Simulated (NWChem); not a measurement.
**NbH4 (SMILES [H][Nb]([H])([H])[H]) at 4 levels**

We compute a comparison of 4 runs (UHF/3-21G, U-wB97X/def2-SVP, UB2PLYP/def2-SVP, UPBE0/def2-SVP) of NbH4. 

Program for the calculation: NWChem 7.3.0.

5 further runs of the same task are left out: 5 that didn't finish.

### Step 1. The system as given

The species is NbH4 (5 atoms), meant as a doublet with charge 0. As SMILES, `[H][Nb]([H])([H])[H]`. Geometry: a GFN2-xTB relaxation, a rough one for these elements and not checked as a minimum.

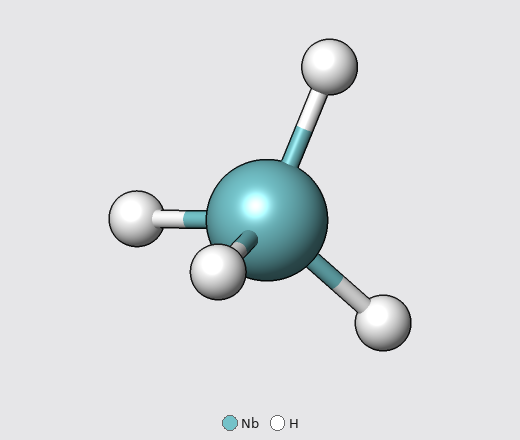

The structure, seen from a chosen angle (niobium teal, hydrogen white).

### Step 2. Energy and gradient at UHF/3-21G (run 1)

Input file a.nw:

```
start a
title "H4Nb"
memory 2200 mb
charge 0

geometry units angstrom noautosym nocenter noautoz
Nb    -0.000030    -0.000030    -0.000020
H      0.010320    -0.016840     1.746530
H      1.643250     0.010760    -0.591780
H     -0.831130     1.429120    -0.563590
H     -0.822410    -1.423020    -0.591140
end

basis spherical bse
Nb library 3-21G
H library 3-21G
end

scf
nopen 1
uhf
thresh 1e-08
maxiter 80
end

task scf gradient
```

Run with:

```console
nwchem a.nw > a.out
```

The program printed:

```text
[...]
  functions       =    44
[...]
  wavefunction    = UHF
[...]
         Total SCF energy =  -3737.814413440292
      One electron energy =  -5262.014458761145
      Two electron energy =   1473.399849125270
 Nuclear repulsion energy =     50.800196195583
                       Sz =      0.5000
                 Sz(Sz+1) =      0.7500
                      S^2 =      0.8000
[...]
                         UHF ENERGY GRADIENTS
    atom               coordinates                        gradient
                 x          y          z           x          y          z
   1 Nb     -0.000057  -0.000057  -0.000038    0.000001  -0.000011  -0.000009
   2 H       0.019502  -0.031823   3.300463    0.001138  -0.001963  -0.008692
   3 H       3.105292   0.020333  -1.118302   -0.007768   0.001988   0.004072
   4 H      -1.570608   2.700645  -1.065031    0.004510  -0.007751   0.000557
   5 H      -1.554130  -2.689118  -1.117093    0.002120   0.007736   0.004073
[...]
```

It took 24 s on 1 thread of Intel Xeon Platinum 8375C at 2.90GHz (Ice Lake), shared host; peak memory 0.098 GiB.

### Step 3. Energy and gradient at U-wB97X/def2-SVP (core potential) (run 2)

Input file h4nb.nw:

```
start h4nb
title "H4Nb wB97X"
memory total 2200 mb
charge 0

geometry noautosym nocenter noautoz
  Nb      -0.000030      -0.000030      -0.000020
  H        0.010320      -0.016840       1.746530
  H        1.643250       0.010760      -0.591780
  H       -0.831130       1.429120      -0.563590
  H       -0.822410      -1.423020      -0.591140
end

basis spherical bse
  * library def2-SVP
end

ecp bse
  Nb library def2-SVP
end

dft
  xc wb97x
  mult 2
  grid xfine
  convergence energy 1e-08
  iterations 100
  mulliken
end

task dft gradient
```

Run with:

```console
nwchem h4nb.nw > h4nb.out
```

The program printed:

```text
[...]
          Wavefunction type:  spin polarized.
          No. of atoms     :     5
          No. of electrons :    17
[...]
          Charge           :     0
          Spin multiplicity:     2
[...]
          AO basis - number of functions:    51
[...]
              XC Information
              --------------
                       wb97x  Method XC Functional
                     Hartree-Fock (Exact) Exchange  1.000
                         wb97x Exchange Functional  1.000
                      wb97x Correlation Functional  1.000
[...]
 d= 0,ls=0.0,diis     1    -59.1256904167 -7.60D+01  1.36D-02  1.35D-01     4.3
[...]
 d= 0,ls=0.0,diis    27    -59.2167010276 -7.14D-11  4.93D-07  3.02D-11   113.8
[...]
         Total DFT energy =      -59.216701027580
      One electron energy =     -131.165593055254
           Coulomb energy =       63.268606172767
    Exchange-Corr. energy =       -8.187314871079
 Nuclear repulsion energy =       16.867600725986
[...]
      Total Density - Mulliken Population Analysis
     ---------------------------------------------
    Atom       Charge   Shell Charges
 -----------   ------   -------------------------------------------------------
    1 Nb  13    12.36  -0.34  1.70  0.67  0.65  0.07  5.94  0.39  0.10  2.69  0.48  0.02
    2 H    1     1.16   0.73  0.42  0.01
    3 H    1     1.16   0.73  0.42  0.01
    4 H    1     1.16   0.73  0.42  0.01
    5 H    1     1.16   0.73  0.42  0.01
[...]
      <S2> =      0.7538 (Exact =     0.7500)
[...]
  wavefunction    = open shell
[...]
                         DFT ENERGY GRADIENTS
    atom               coordinates                        gradient
                 x          y          z           x          y          z
   1 Nb     -0.000057  -0.000057  -0.000038   -0.000002  -0.000014  -0.000017
   2 H       0.019502  -0.031823   3.300463    0.000975  -0.001677  -0.004227
   3 H       3.105292   0.020333  -1.118302   -0.003638   0.001689   0.002383
   4 H      -1.570608   2.700645  -1.065031    0.002327  -0.003999  -0.000522
   5 H      -1.554130  -2.689118  -1.117093    0.000337   0.004002   0.002383
[...]
```

Wall time 2 min (1 thread of Intel Xeon Platinum 8375C at 2.90GHz (Ice Lake), shared host); peak memory 0.14 GiB.

### Step 4. The energy at UB2PLYP/def2-SVP (core potential) (run 3)

Input file h4nb.xyz:

```xyz
5
H4Nb energy
Nb    -0.000030    -0.000030    -0.000020
H      0.010320    -0.016840     1.746530
H      1.643250     0.010760    -0.591780
H     -0.831130     1.429120    -0.563590
H     -0.822410    -1.423020    -0.591140
```

Input file h4nb.nw:

```
START h4nb
TITLE "H4Nb energy"
memory stack 880 mb heap 220 mb global 1100 mb
GEOMETRY noautosym nocenter noautoz
  load format xyz h4nb.xyz
END
BASIS spherical bse
  * library def2-SVP
END
ECP bse
  Nb library def2-SVP
END
DFT
  xc hfexch 0.53 becke88 0.47 lyp 0.73 mp2 0.27
  dftmp2 semidirect
  mult 2
  grid xfine
  convergence energy 1e-08
  maxiter 100
  mulliken
END
TASK dft energy
```

Run with:

```console
nwchem h4nb.nw > h4nb.out
```

The program printed:

```text
[...]
          Wavefunction type:  spin polarized.
          No. of atoms     :     5
          No. of electrons :    17
[...]
          Charge           :     0
          Spin multiplicity:     2
[...]
          AO basis - number of functions:    51
[...]
              XC Information
              --------------
                     Hartree-Fock (Exact) Exchange  0.530
                    Becke 1988 Exchange Functional  0.470
              Lee-Yang-Parr Correlation Functional  0.730
[...]
 d= 0,ls=0.0,diis     1    -58.9013224362 -7.58D+01  1.43D-02  1.19D-01     2.9
[...]
 d= 0,ls=0.0,diis    26    -58.9861607493 -1.83D-10  1.65D-07  2.92D-12    67.7
[...]
         Total DFT energy =      -58.986160749265
      One electron energy =     -131.047577276228
           Coulomb energy =       63.149954178697
    Exchange-Corr. energy =       -7.956138377719
 Nuclear repulsion energy =       16.867600725986
[...]
      Total Density - Mulliken Population Analysis
     ---------------------------------------------
    Atom       Charge   Shell Charges
 -----------   ------   -------------------------------------------------------
    1 Nb  13    12.27  -0.34  1.68  0.69  0.60  0.07  5.94  0.37  0.10  2.66  0.49  0.02
    2 H    1     1.18   0.74  0.43  0.01
    3 H    1     1.18   0.74  0.43  0.01
    4 H    1     1.18   0.74  0.43  0.01
    5 H    1     1.18   0.74  0.43  0.01
[...]
      <S2> =      0.7579 (Exact =     0.7500)
[...]
  Basis functions       =     51
[...]
```

Wall time 69 s (1 thread of Intel Xeon Platinum 8375C at 2.90GHz (Ice Lake), shared host); peak memory 0.14 GiB.

### Step 5. Energy and forces at UPBE0/def2-SVP (core potential) (run 4)

Input file h4nb.nw:

```
start h4nb
memory stack 880 mb heap 220 mb global 1100 mb

geometry noautosym nocenter noautoz
 Nb    -0.000030    -0.000030    -0.000020
 H      0.010320    -0.016840     1.746530
 H      1.643250     0.010760    -0.591780
 H     -0.831130     1.429120    -0.563590
 H     -0.822410    -1.423020    -0.591140
end

basis spherical bse
 * library def2-SVP
end

ecp bse
 Nb library def2-SVP
end

dft
 xc pbe0
 mult 2
 grid xfine
 convergence energy 1e-08
 iterations 100
 mulliken
 print medium
end

task dft gradient
```

Run with:

```console
nwchem h4nb.nw > h4nb.out
```

The program printed:

```text
[...]
          Wavefunction type:  spin polarized.
          No. of atoms     :     5
          No. of electrons :    17
[...]
          Charge           :     0
          Spin multiplicity:     2
[...]
          AO basis - number of functions:    51
[...]
              XC Information
              --------------
                         PBE0 Method XC Functional
                     Hartree-Fock (Exact) Exchange  0.250
          PerdewBurkeErnzerhof Exchange Functional  0.750
            Perdew 1991 LDA Correlation Functional  1.000 local
           PerdewBurkeErnz. Correlation Functional  1.000 non-local
[...]
 d= 0,ls=0.0,diis     1    -59.1099912759 -7.60D+01  1.89D-02  1.32D-01     2.8
[...]
 d= 0,ls=0.0,diis    18    -59.2098101971 -1.38D-12  5.69D-06  2.89D-10    48.7
[...]
         Total DFT energy =      -59.209810197133
      One electron energy =     -131.312662467369
           Coulomb energy =       63.419419392202
    Exchange-Corr. energy =       -8.184167847952
 Nuclear repulsion energy =       16.867600725986
[...]
      Total Density - Mulliken Population Analysis
     ---------------------------------------------
    Atom       Charge   Shell Charges
 -----------   ------   -------------------------------------------------------
    1 Nb  13    12.42  -0.34  1.68  0.69  0.64  0.07  5.93  0.34  0.09  2.78  0.53  0.02
    2 H    1     1.14   0.73  0.41  0.01
    3 H    1     1.14   0.73  0.41  0.01
    4 H    1     1.15   0.73  0.41  0.01
    5 H    1     1.15   0.73  0.41  0.01
[...]
      <S2> =      0.7575 (Exact =     0.7500)
[...]
  wavefunction    = open shell
                         DFT ENERGY GRADIENTS
    atom               coordinates                        gradient
                 x          y          z           x          y          z
   1 Nb     -0.000057  -0.000057  -0.000038    0.000000  -0.000012  -0.000010
   2 H       0.019502  -0.031823   3.300463    0.000801  -0.001376  -0.003019
   3 H       3.105292   0.020333  -1.118302   -0.002562   0.001384   0.001800
   4 H      -1.570608   2.700645  -1.065031    0.001693  -0.002909  -0.000570
   5 H      -1.554130  -2.689118  -1.117093    0.000068   0.002914   0.001799
[...]
```

It took 53 s on 1 thread of Intel Xeon Platinum 8375C at 2.90GHz (Ice Lake), shared host; peak memory 0.14 GiB.

### Step 6. All runs side by side

| run | level | iteration cap | module | energy (Eh) | dipole moment (D) | HOMO energy (eV) | LUMO energy (eV) | wall time |
| --- | --- | --- | --- | --- | --- | --- | --- | --- |
| 1 | UHF/3-21G | 80 | scf | -3737.814413 | 0.00 | -11.35 | 0.33 | 24 s |
| 2 | U-wB97X/def2-SVP (core potential) | 100 | dft | -59.216701 | 0.00 | -8.66 | -0.96 | 2 min |
| 3 | UB2PLYP/def2-SVP (core potential) | 100 | dft | -59.084097 | 0.00 | -7.70 | -1.71 | 69 s |
| 4 | UPBE0/def2-SVP (core potential) | 100 | dft | -59.209810 | 0.00 | -6.19 | -3.30 | 53 s |

### Step 7. Summary of results

| quantity | value |
| --- | --- |
| run 4: total energy | -59.20981 Eh |
| run 4: dipole moment | 0.00 D |
| run 4: HOMO energy (highest over α and β) | -6.19 eV |
| run 4: LUMO energy (lowest over α and β) | -3.30 eV |
| run 4: ⟨S²⟩ | 0.757 |
| run 4: largest force on an atom | 0.176 eV/Å |

In words: Totals of different functionals can't be ranked against each other. Some runs of one species differ in core potentials or relativity; totals across that change don't compare. In run 1 relativity is left out where basis or elements ask for it. All runs together took 4.5 min, the longest 2 min.
